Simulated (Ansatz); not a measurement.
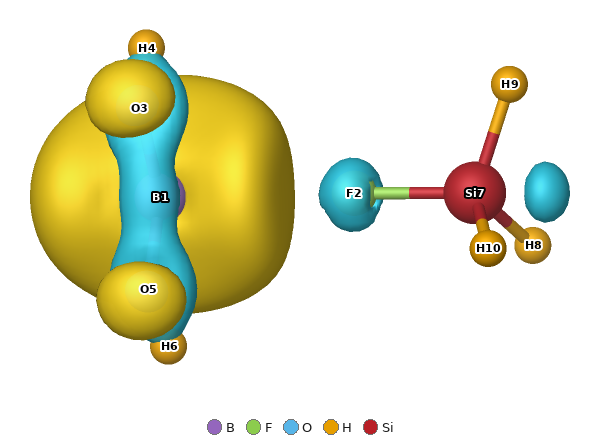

*BH2O2···FH3Si (doublet). One frontier orbital at ±0.1 Å⁻³ᐟ² (yellow and cyan are the two phases), seen across its widest extent.*

Not at a stationary point (largest force 0.7 eV/Å).

The calculation used UKS B3LYP-D4/def2-SVP (Ansatz 0.2.0).

```xyz
10

B    -0.0551   -0.6009   -0.5705
F    -0.0087   -0.4214    1.9539
O     1.1259    0.0091   -0.8252
H     1.8868   -0.5743   -0.7414
O    -1.2143    0.0828   -0.7199
H    -1.9888   -0.4322   -0.4703
Si    0.0073   -0.0450    3.5248
H    -0.7298   -1.1094    4.2626
H     1.4209    0.0174    3.9821
H    -0.6542    1.2754    3.7098
```

Which orbital is it: HOMO (β) or LUMO (β)?

The LUMO (β), at −0.95 eV. Its weight (Hirshfeld) is mainly on B1 (about 65 %), O3 (about 10 %), O5 (about 10 %) and Si7 (about 5 %).
